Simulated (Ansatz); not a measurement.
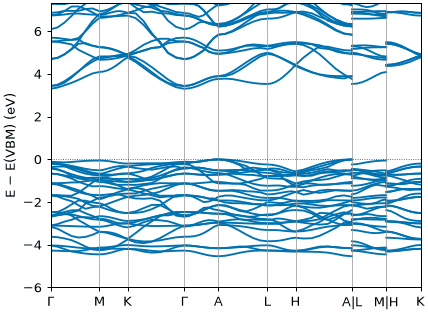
Band structure from plane-wave PAW LDA (Ansatz code)

**Question.** Read off the gap and where the band edges lie.

**Answer.** About 3.3 eV (3.30 eV by a search for the band edges); maximum at A, minimum at Γ.

The material is Ba3CaTa2O9 in space group P-3m1 (No. 164; Pearson symbol hP15).

The workflow started from a Materials Project entry (that database holds measured and hypothetical structures alike); the Crystallography Open Database copy checked does not list it. Its standing as an ambient phase is unchecked. The cell was relaxed with LDA under the symmetry of its start; of distortions, only those at the zone centre were tested, and some modes there are weakly imaginary. The run is not spin-polarised. Scalar-relativistic: spin–orbit coupling is off unless named, which matters more the heavier the elements.

Potentials: the later of the program's two PAW sets.
